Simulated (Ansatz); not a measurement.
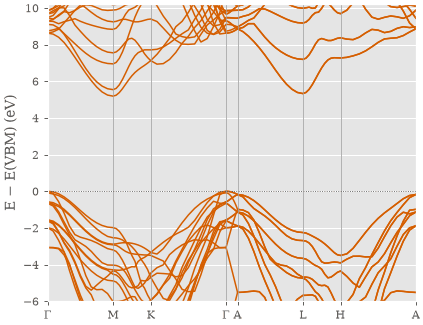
*Band structure from the program Ansatz at the PBE level (PAW)*

Question: Read off the gap and where the band edges lie.

Answer: About 5.2 eV (5.19 eV by a search for the band edges); maximum at Γ, minimum at M.

Question: Pick the material that matches.
A) BN, P6_3mc (Pearson symbol hP12)
B) C, P6_3/mmc (C on 4f, C on 4f, C on 4e)
C) AlN, wurtzite
D) BeS, wurtzite

Answer: A, BN, P6_3mc (Pearson symbol hP12)

The cell is a constructed one: a structure type filled with these elements. Its sites differ from those of the usual phase in this space group: another stacking or structure type. Symmetry was held in the PBE relaxation; whether a distortion lowers the energy is not shown.

Potentials: the later of the program's two PAW sets.
